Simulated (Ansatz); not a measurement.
# What CsSnI3 (model cell, started as cubic perovskite with Sn in the octahedra) distorts into

Which phase does CsSnI3 (model cell, started as cubic perovskite with Sn in the octahedra) fall into along its unstable mode, and how much energy does it gain?

Method: DFT PBEsol, scalar-relativistic, plane waves, PAW; PAW set soft_1, in Ansatz 0.2.0.

The structure was built from a prototype and need not be the compound's stable phase.

In doubt: the program warns that the response may not be converged on this k-mesh, which bears on dielectric and field responses.

## (1) The starting structure

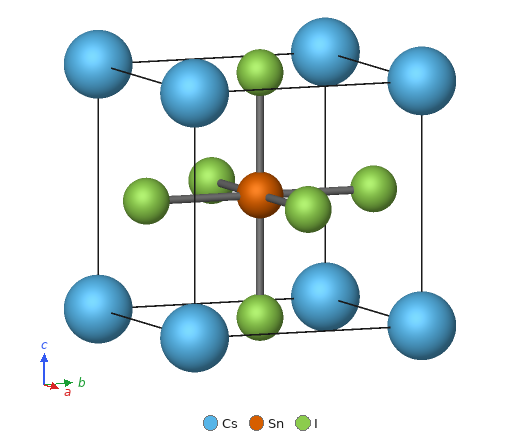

Start, viewed slightly off an axis; caesium blue, tin orange, iodine green. Some periodic images of atoms are drawn too.

## (2) The dispersion

The cell comes from relaxations at this level that are not shown. Stability and thermal properties need the whole zone. Linear response on a 2×2×2 q mesh gives force constants as far as a supercell of that size would.

input.yaml

```yaml
crystal:
  lattice:
    - [6.1355631287, 0.0, 0.0]
    - [0.0, 6.1355631287, 0.0]
    - [0.0, 0.0, 6.1355631287]
  atoms:
    - { symbol: Cs, position: [0.0, 0.0, 0.0] }
    - { symbol: Sn, position: [0.5, 0.5, 0.5] }
    - { symbol: I, position: [0.5, 0.5, 0.0] }
    - { symbol: I, position: [0.5, 0.0, 0.5] }
    - { symbol: I, position: [0.0, 0.5, 0.5] }
kpoints:
  mp_grid: { grid: [6, 6, 6] }
hamiltonian:
  xc: pbesol
  pseudopotentials: { kind: paw, azcp: { folder: soft_1 }, xc_functional: pbe }
scf:
  occupations: { method: gaussian, width: 0.01 }
output:
  eigenvalues: true
phonons:
  method: dfpt
  qmesh: [2, 2, 2]
  temperatures: { t_max: 1000, t_step: 50 }
  qpath:
    path:
      - [[0.0, 0.0, 0.0], [0.0, 0.5, 0.0], [0.5, 0.5, 0.0], [0.0, 0.0, 0.0], [0.5, 0.5, 0.5], [0.0, 0.5, 0.0]]
      - [[0.5, 0.5, 0.5], [0.5, 0.5, 0.0]]
    npoints: 10
```

Launch:

```sh
ansatz run input.yaml --threads 8 --pin off --max-ram 16384MiB --backend cpu --events-out ev --progress --plain --runs-dir out
```

Numbers of over 12 decimals in the logs are rounded to 6 here.

Output:

```text
Engine: ansatz 0.2.0, aarch64-unknown-linux-gnu
Pseudopotentials: kind: paw
Pseudopotential: Cs, paw, valence charge 9, recommended cutoff 420 eV (normal), soft_1/Cs.paw.azcp
Pseudopotential: Sn, paw, valence charge 14, recommended cutoff 420 eV (normal), soft_1/Sn.paw.azcp
Pseudopotential: I, paw, valence charge 17, recommended cutoff 420 eV (normal), soft_1/I.paw.azcp
Functional definition: PBEsol
  exchange = pbesol_x
  correlation = pbesol_c
Crystal: 5 atoms, lattice volume = 230.974 Å³
Basis set: ecut = 420 eV, 4553 PW (Γ), exchange–correlation on 90×90×90 points (8 copies of the dense FFT grid, shifted against one another)
Bands: 45, of which v1, the nominal top of the filled ones, is band 37 counted from 1 (36 counted from 0)
Symmetry: 48 space group operations
k-points: 20 of 216
Non-local potential: Cs, projectors of the file, l = 0: 3, l = 1: 2, l = 2: 2, l = 3: 2
Non-local potential: Sn, projectors of the file, l = 0: 2, l = 1: 2, l = 2: 2, l = 3: 1
Non-local potential: I, projectors of the file, l = 0: 2, l = 1: 2, l = 2: 2, l = 3: 1
PAW form: soft (Blöchl's): semilocal exchange-correlation on the pseudo side does not see the compensation charge
PAW frozen core: Cs, regenerated for the run's functional, and the local potential with it (the file was generated under x = pbe(κ = 0.804, μ = 0.219515), c = pbe(β = 0.066725))
PAW frozen core: Sn, regenerated for the run's functional, and the local potential with it (the file was generated under x = pbe(κ = 0.804, μ = 0.219515), c = pbe(β = 0.066725))
PAW frozen core: I, regenerated for the run's functional, and the local potential with it (the file was generated under x = pbe(κ = 0.804, μ = 0.219515), c = pbe(β = 0.066725))
PAW one-centre angular grid: Cs, 194 points (default); XC on 64 Gauss nodes
PAW one-centre angular grid: Sn, 590 points (default); XC on 64 Gauss nodes
PAW one-centre angular grid: I, 590 points (default); XC on 64 Gauss nodes
Initial density: superposition of atomic densities (chi_scale 0.1, normalization cell, long waves kept (reshape's long-wave potential 0.00 eV rms))
Initial wavefunctions: pseudopotential atomic-orbital guess
Functional: x = pbesol(κ = 0.804, μ = 0.123457), c = pbesol(β = 0.046)
SCF iter   1: F=—  HF=-33839.051086 eV  |F-HF|=—  |Δ(HF+E_count)|=         —  Δρ=2.54e-2  dr2=3.37e0  ethr=3.10e-3  ⟨swp⟩=9.2  Hψ=4092  notcnv=0
preconditioner: auto → LDOS  [insulator: Δε(μ)=0.435 eV  Ē_g=9.291 eV  σ=0.010 eV  W_gap=0.66  n_scr=32 (ndim 8)  ℏωp=13.8 eV  f_vac=0.062  D(μ)=1.43/eV (n_scr^D=6)  ε∞_Penn≈3.2  β→1.0]
SCF iter   2: F=—  HF=-33838.604918 eV  |F-HF|=—  |Δ(HF+E_count)|=   4.46e-1  Δρ=2.18e-2  dr2=2.30e0  ethr=3.10e-3  ⟨swp⟩=5.5  Hψ=2221  notcnv=0  defer=43
preconditioner: auto → Resta (q_TF=auto, 2.257 Å⁻¹)  ε∞=2.9  [insulator: Δε(μ)=0.345 eV  Ē_g=9.984 eV  σ=0.010 eV  W_gap=1.00  n_scr=32 (ndim 8)  ℏωp=13.8 eV  f_vac=0.070  D(μ)=0.00/eV (n_scr^D=0)  ε∞_Penn≈2.9  β→0.5]
SCF iter   3: F=—  HF=-33837.566065 eV  |F-HF|=—  |Δ(HF+E_count)|=    1.04e0  Δρ=3.19e-3  dr2=3.09e-2  ethr=3.10e-3  ⟨swp⟩=4.0  Hψ=1818  notcnv=0  defer=41
SCF iter   4: F=—  HF=-33837.566269 eV  |F-HF|=—  |Δ(HF+E_count)|=   2.04e-4  Δρ=1.56e-3  dr2=3.65e-3  ethr=4.17e-5  ⟨swp⟩=3.3  Hψ=2008  notcnv=0  defer=41
SCF iter   5: F=—  HF=-33837.562844 eV  |F-HF|=—  |Δ(HF+E_count)|=   3.42e-3  Δρ=6.57e-4  dr2=9.69e-4  ethr=4.93e-6  ⟨swp⟩=2.4  Hψ=1928  notcnv=0  defer=41
SCF iter   6: F=—  HF=-33837.562847 eV  |F-HF|=—  |Δ(HF+E_count)|=   2.20e-6  Δρ=1.21e-4  dr2=4.95e-5  ethr=1.31e-6  ⟨swp⟩=3.1  Hψ=1789  notcnv=0  defer=41
SCF iter   7: F=—  HF=-33837.562943 eV  |F-HF|=—  |Δ(HF+E_count)|=   9.63e-5  Δρ=6.35e-5  dr2=1.29e-5  ethr=6.69e-8  ⟨swp⟩=2.0  Hψ=1696  notcnv=0  defer=41
SCF iter   8: F=—  HF=-33837.562937 eV  |F-HF|=—  |Δ(HF+E_count)|=   6.09e-6  Δρ=2.44e-5  dr2=1.77e-6  ethr=1.74e-8  ⟨swp⟩=2.0  Hψ=1279  notcnv=0  defer=41
SCF iter   9: F=—  HF=-33837.562908 eV  |F-HF|=—  |Δ(HF+E_count)|=   2.84e-5  Δρ=5.54e-6  dr2=9.24e-8  ethr=2.40e-9  ⟨swp⟩=2.0  Hψ=1576  notcnv=0  defer=41
SCF iter  10: F=—  HF=-33837.562908 eV  |F-HF|=—  |Δ(HF+E_count)|=   5.52e-9  Δρ=8.87e-7  dr2=2.59e-9  ethr=1.25e-10  ⟨swp⟩=2.0  Hψ=1599  notcnv=0  defer=41
[...]
SCF 1 converged in 12 iterations: F = -33837.562908 eV  dr2 = 1.43e-12
  greatest PAW one-centre occupation: 0.999 electrons in one spin orbital (limit 2), on the I atom at site 2 (counted from 0), in its partial waves of l = 2
Initial density: read from a saved state, or passed on in memory by an earlier SCF of this step, an earlier step, the calling program or the single point that the run made first
[...]
eigensolver tolerance schedule: the retry pair's looser diagonalisation over-reported the residual by 113221.12 of it (diagonalisation noise at an unbounded share of the residual, at the tolerance the schedule requests for it); recorded, not acted on — ethr = c·dr2/N_el stays at c = 1.0e-1
preconditioner: auto → Resta (q_TF=auto, 2.257 Å⁻¹)  ε∞=3.0  [insulator: Δε(μ)=0.110 eV  Ē_g=9.714 eV  σ=0.010 eV  W_gap=1.00  n_scr=32 (ndim 8)  ℏωp=13.8 eV  f_vac=0.117  D(μ)=0.00/eV (n_scr^D=0)  ε∞_Penn≈3.0]
[...]
SCF 2 converged in 8 iterations: F = -33837.562908 eV  dr2 = 2.35e-12
k-points: 40 of 216 (irreducible under 8 space group operations, time reversal used)
[...]
SCF iter   1: F=—  HF=-33837.562943 eV  |F-HF|=—  |Δ(HF+E_count)|=         —  Δρ=1.23e-6  dr2=2.65e-9  ethr=5.06e-7  ⟨swp⟩=3.6  Hψ=10715  notcnv=0  defer=238
eigensolver tolerance schedule: the retry pair's looser diagonalisation over-reported the residual by 141054.07 of it (diagonalisation noise at an unbounded share of the residual, at the tolerance the schedule requests for it); recorded, not acted on — ethr = c·dr2/N_el stays at c = 1.0e-1
preconditioner: auto → Resta (q_TF=auto, 2.257 Å⁻¹)  ε∞=3.0  [insulator: Δε(μ)=0.110 eV  Ē_g=9.735 eV  n_scr=32 (ndim 8)  ℏωp=13.8 eV  f_vac=0.117  ε∞_Penn≈3.0]
SCF iter   2: F=—  HF=-33837.562908 eV  |F-HF|=—  |Δ(HF+E_count)|=   3.43e-5  Δρ=7.22e-7  dr2=9.00e-10  ethr=3.59e-12  ⟨swp⟩=4.5  Hψ=5585  notcnv=0  defer=237
SCF iter   3: F=—  HF=-33837.562908 eV  |F-HF|=—  |Δ(HF+E_count)|=  2.98e-10  Δρ=4.63e-7  dr2=3.75e-10  ethr=1.22e-12  ⟨swp⟩=2.0  Hψ=1903  notcnv=0  defer=237
SCF iter   4: F=—  HF=-33837.562908 eV  |F-HF|=—  |Δ(HF+E_count)|=  1.16e-10  Δρ=3.09e-7  dr2=1.68e-10  ethr=1.00e-12  ⟨swp⟩=1.0  Hψ=1703  notcnv=0  defer=237
SCF iter   5: F=—  HF=-33837.562908 eV  |F-HF|=—  |Δ(HF+E_count)|=  2.91e-11  Δρ=2.45e-7  dr2=1.02e-10  ethr=1.00e-12  ⟨swp⟩=13.8  Hψ=7753  notcnv=0
[...]
NSCF: frozen V_eff on 64 k-points
DFPT response loops at q = (0, 0, 0) (fractional): preconditioner auto → Resta (q_TF=auto, 2.257 Å⁻¹)  ε∞=23.3 (no band partly filled); β = 1.00, the filter's whole step (`scf.mixing.beta` (0.50) is not read by the response loops at its default; to damp them type it under 1.00, their step now; it binds the ground state too); Broyden in place of MSR1
NSCF: frozen V_eff on 128 k-points
DFPT response loops at q = (0, 0, -0.5) (fractional): mixed as the last ones told, above
NSCF: frozen V_eff on 128 k-points
DFPT response loops at q = (0, -0.5, -0.5) (fractional): mixed as the last ones told, above
NSCF: frozen V_eff on 128 k-points
DFPT response loops at q = (-0.5, -0.5, -0.5) (fractional): mixed as the last ones told, above
SCF converged after 12 iterations
Free energy (F): -33837.562908 eV
Harris-Foulkes:  -33837.562908 eV  (|F-HF|=1.46e-11)
Internal energy: -33837.562908 eV  (E = F + TS)
E sigma→0 (E₀):  -33837.562908 eV
Fermi energy:    5.814734 eV
--- Per-component energies (eV) ---
  E_band       = -1403.567203
  E_kinetic    = 788.507307
  E_local      = -9400.455452  (includes V_loc(G=0)·N_el)
  E_nonlocal   = 524.438899
  E_hartree    = 4275.306639
  E_xc         = -624.301014
  E_vxc        = -550.196247  (∫ρ·V_xc dr)
  E_paw        = -23383.121445  (= ΣΔE_a)
  E_vpaw       = -1316.467833  (= ΣTr[D̂ρ^β])
  E_aug_tail   = -0.007149  (compensation charges beyond the density's cutoff)
  E_ewald      = -6019.596105
  E_core_change = 1.665411  (= ΣΔE_core)
  E_smearing   = -0.000000  (= −TS)
  E_closure    = 0.000000  (closes the sum)
  Σ components = -33837.562908   (vs F -33837.562908, Δ=0.00e0)
--- Band table (eV; the first three rows and the last of 20) ---
  k-point 0: bands = [... 33 lower, 3.1875, 3.3688, 3.3688, 3.3688, 7.6508, 8.5552, 8.5552, 8.8850, ... 4 higher]
  k-point 1: bands = [... 33 lower, 3.1388, 3.3207, 3.3207, 3.3405, 7.9499, 8.7194, 8.8036, 8.9804, ... 4 higher]
  k-point 2: bands = [... 33 lower, 3.0468, 3.2541, 3.2541, 3.5536, 7.6924, 8.6906, 9.1555, 9.2639, ... 4 higher]
  k-point 19: bands = [... 33 lower, 3.8367, 3.8367, 3.8367, 5.7602, 5.8703, 5.8703, 5.8703, 8.4637, ... 4 higher]
--- Phonons (Γ-DFPT): 4 representative perturbations + reference (Σ response iterations 13) ---
  ASR residual: 1.308e-4 → 0.000e0 eV/Å²; symmetrization residual: 3.041e-5 eV/Å²
  ASR residual per site (eV/Å²): 1.31e-4 5.37e-5 4.82e-5 4.82e-5 4.82e-5
  Γ frequencies (cm⁻¹): -8.49 -8.49 -8.49 0.00 0.00 0.00 18.99 18.99 18.99 23.16 23.16 23.16 66.28 66.28 66.28
  Unit cell's response to a homogeneous field: 3 representative field directions (Σ response iterations 21)
  ε∞ (high-frequency dielectric tensor):
       11.848346    -0.000000     0.000000
       -0.000000    11.848346     0.000000
        0.000000     0.000000    11.848346
  ε⁰ (static dielectric tensor): not given — the deck does not say what the cell's rigid motions are, and on a molecule in a box or a wire the rigid rotations would enter the sum over the modes at Γ. For a crystal or a slab, whose only rigid motions are the translations, set phonons.rigid_motions: translations.
  Born effective charges Z* (e; rows j = field, columns β = displacement):
    site 0:
         1.37454   -0.00000    0.00000
        -0.00000    1.37454    0.00000
        -0.00000    0.00000    1.37454
    site 1:
         5.95576    0.00000    0.00000
         0.00000    5.95576    0.00000
         0.00000    0.00000    5.95576
    site 2:
        -0.65578   -0.00000   -0.00000
         0.00000   -0.65578   -0.00000
         0.00000    0.00000   -6.01874
    site 3:
        -0.65578   -0.00000   -0.00000
        -0.00000   -6.01874    0.00000
         0.00000    0.00000   -0.65578
    site 4:
        -6.01874   -0.00000    0.00000
        -0.00000   -0.65578    0.00000
         0.00000    0.00000   -0.65578
  Z* charge neutrality: 4.682e-3 e pre-enforcement
  solved inside a basis spanned on the 6×6×6 k-mesh, on 10×10×10 k-points transformed towards the longest dipole, which do not settle them: ε∞ is read to err by 1.7e-1, Z* by 2.7e-1 e; Z* is corrected for what the basis lacks
  optical modes at Γ without the LO–TO term, one row a degenerate level:
      ω (cm⁻¹)  modes    IR ((D/Å)²/amu)
         -8.49      3             2.3214
         18.99      3             0.0000
         23.16      3             0.5865
         66.28      3            38.9829
  optical modes at Γ + LO–TO along q̂ = [1.0000, 0.0000, 0.0000]:
      ω (cm⁻¹)  modes    IR ((D/Å)²/amu)
         -8.49      2             1.5476
          9.55      1             0.0535
         18.99      3             0.0000
         23.16      2             0.3910
         24.33      1             0.0247
         66.28      2            25.9886
        122.71      1            13.8854
  optical modes at Γ + LO–TO along q̂ = [0.0000, 1.0000, 0.0000]:
      ω (cm⁻¹)  modes    IR ((D/Å)²/amu)
         -8.49      2             1.5476
          9.55      1             0.0535
         18.99      3             0.0000
         23.16      2             0.3910
         24.33      1             0.0247
         66.28      2            25.9886
        122.71      1            13.8854
  optical modes at Γ + LO–TO along q̂ = [0.0000, 0.0000, 1.0000]:
      ω (cm⁻¹)  modes    IR ((D/Å)²/amu)
         -8.49      2             1.5476
          9.55      1             0.0535
         18.99      3             0.0000
         23.16      2             0.3910
         24.33      1             0.0247
         66.28      2            25.9886
        122.71      1            13.8854
--- Phonons (arbitrary-q DFPT): 4 irreducible q on the 2×2×2 mesh ---
  q = [0.0000, 0.0000, 0.0000] (star 1, of the zone-centre solve; hermiticity 4.84e-5, symmetrization 1.21e-10): -8.49 -8.49 -8.49 -0.00 -0.00 0.00 18.99 18.99 18.99 23.16 23.16 23.16 66.28 66.28 66.28
  q = [0.0000, 0.0000, -0.5000] (star 3, 9 solved perturbations in 504 linear systems a pass and spin channel, the states on 64 of 216 k-point pairs; hermiticity 1.41e-5, symmetrization 6.12e-12): 8.09 8.09 14.19 14.19 27.03 27.08 27.08 31.98 33.37 34.41 34.41 70.76 70.76 110.14 115.97
  q = [0.0000, -0.5000, -0.5000] (star 3, 9 solved perturbations in 504 linear systems a pass and spin channel, the states on 64 of 216 k-point pairs; hermiticity 6.35e-6, symmetrization 2.49e-12): -20.45 10.84 11.70 11.70 27.00 27.00 30.82 30.82 34.93 44.99 72.63 108.58 112.42 112.42 118.52
  q = [-0.5000, -0.5000, -0.5000] (star 1, 4 solved perturbations in 184 linear systems a pass and spin channel, the states on 64 of 216 k-point pairs; hermiticity 1.52e-5, symmetrization 1.27e-11): -20.45 -20.45 -20.45 9.96 9.96 9.96 43.40 43.40 43.40 108.20 108.20 115.04 115.04 115.04 120.85
  sum rule: each row above includes the acoustic sum rule's correction from the zone centre's row sums; it moved no ω² by more than (0.52 cm⁻¹)²
  mesh force constants: q→R imaginary residual 4.88e-18; ASR residual 1.308e-4 → 0.000e0 eV/Å²; symmetrization residual 5.773e-15 eV/Å²
  interpolated dispersion: 63 rows × 15 modes
  density of states and harmonic sums: on the 10×10×10 q-mesh, interpolated from the force constants of a 2×2×2 supercell (with the dipole–dipole term)
  largest difference from the sums on the solved wave vectors: F 2.14e-1 eV, S 2.74e-4 and C_V 6.00e-5 eV/K
  zero-point energy: 0.042936 eV/cell   skipped modes (ω ≤ 0): 60, of them read as no rigid motion or as one in doubt: 57 (8.010e-1 modes/cell left out, lowest -20.45 cm⁻¹)   left out of the sums: 5.36e-2 of the cell's modes: C_V's classical limit lies that fraction below 3 k_B per atom; for a crystal, a wire or a layer, F and S can be off by more, and a phonons.interpolated_qmesh denser along its periods is the remedy for the sampling
```

Run time: 3.9 min. Hardware: 8 threads of Arm Neoverse V2, shared host; peak memory 2.4 GiB; 30 min of CPU time.

In the SCF lines HF is the Harris–Foulkes energy and dr2 the Hartree energy of the density residual, in eV; the loop may stop once dr2 is under the threshold and the program's other checks hold. Hψ counts applications of the Hamiltonian.

This step gave:

```yaml
gap_on_the_k_mesh: 0.1101 eV
volume_per_atom: 46.19 Å³
sum_rule_residual_before_enforcement: 1.31e-4 eV/Å²
lowest_frequency_on_the_path: -20.45 cm⁻¹
point_group: m-3m
highest_frequency_on_the_path_or_at_a_solved_wavevector: 124.3 cm⁻¹
highest_optical_mode_at_the_zone_centre_no_lo_to_term: 66.28 cm⁻¹
lowest_optical_zone_centre_mode: -8.49 cm⁻¹
lowest_mode_on_the_q_mesh_acoustic_modes_at_gamma_apart: -20.45 cm⁻¹
```

Frequencies (cm⁻¹) solved at each irreducible wavevector; negative means imaginary. Frequencies by wavevector, by row:

```
q in reciprocal lattice units  star  mode 1  mode 2  mode 3  mode 4  mode 13  mode 14  mode 15
                        0 0 0     1    -8.5    -8.5    -8.5       0     66.3     66.3     66.3
                     0 0 -0.5     3     8.1     8.1    14.2    14.2     70.8    110.1      116
                  0 -0.5 -0.5     3   -20.4    10.8    11.7    11.7    112.4    112.4    118.5
               -0.5 -0.5 -0.5     1   -20.4   -20.4   -20.4      10      115      115    120.8
```

Interpolated from a 2×2×2 q mesh, with the LO-TO term (at Γ the limit along the path; where Γ stands inside the path, tables give the limit on arrival). Phonon branches along the path, in cm⁻¹:

```
    point  branch 1  branch 2  branch 3  branch 4  branch 12  branch 13  branch 14  branch 15
        Γ        -8        -8         0         0         24         66         66        123
        X         8         8        14        14         71         71        110        116
        M       -20        11        12        12        109        112        112        118
        Γ        -8        -8         0         0         24         66         66        123
        R       -20       -20       -20        10        115        115        115        121
        X         8         8        14        14         71         71        110        116
jump to R       -20       -20       -20        10        115        115        115        121
        M       -20        11        12        12        109        112        112        118
```

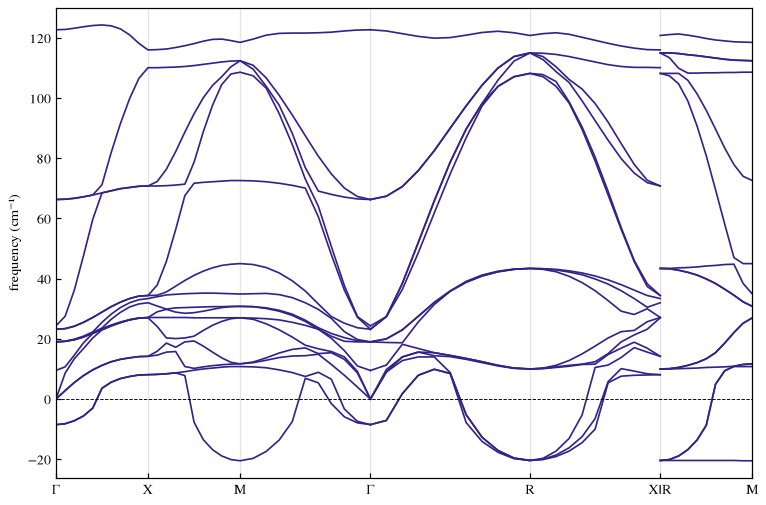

Phonon branches along the path.

Symmetry leaves 4 wavevectors to solve. The lowest mode among them, the acoustic zeros apart, lies at q = (0, -0.5, -0.5) and is imaginary, 20.4i cm⁻¹, so the energy falls along it.

(Part 1 of 3 ends here.)

[Logs are printed without paths, hosts, clocks, repeated set-up lines and the standing remarks that a program may print on its own settings, such as how far it seeks lower states.]

[Hosts, paths, dates, database ids (printed as entryN), source tags and the programs' standing remarks are cut or masked in the printed files.]
